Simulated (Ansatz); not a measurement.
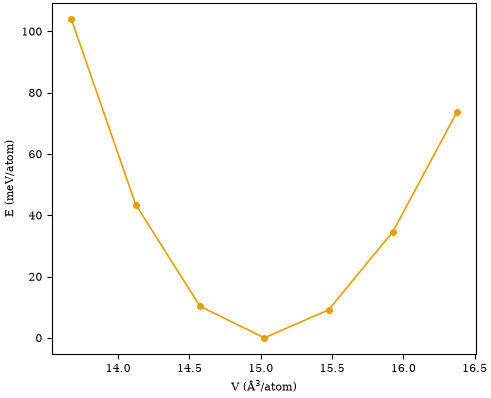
Fig. 1. Ge$_{3}$Mo$_{5}$ in space group I4/mcm (No. 140; Ge on 4a, Ge on 8h, Mo on 16k, Mo on 4b) under volume change, DFT-r²SCAN in the program Ansatz with PAW potentials, shape and atoms relaxed at each volume.

Q: What does a third-order Birch–Murnaghan fit give for V₀, B₀ and B′?

A: V₀ = 15.02 Å³/atom, B₀ = 228 GPa, B′ = 4.7.

The workflow started from a Materials Project entry (that database holds measured and hypothetical structures alike); the Crystallography Open Database copy checked does not list it. Its standing as an ambient phase is unchecked. Symmetry was held in the r²SCAN relaxation; whether a distortion lowers the energy is not shown. The run is not spin-polarised.

Potentials: the later of the program's two PAW sets.
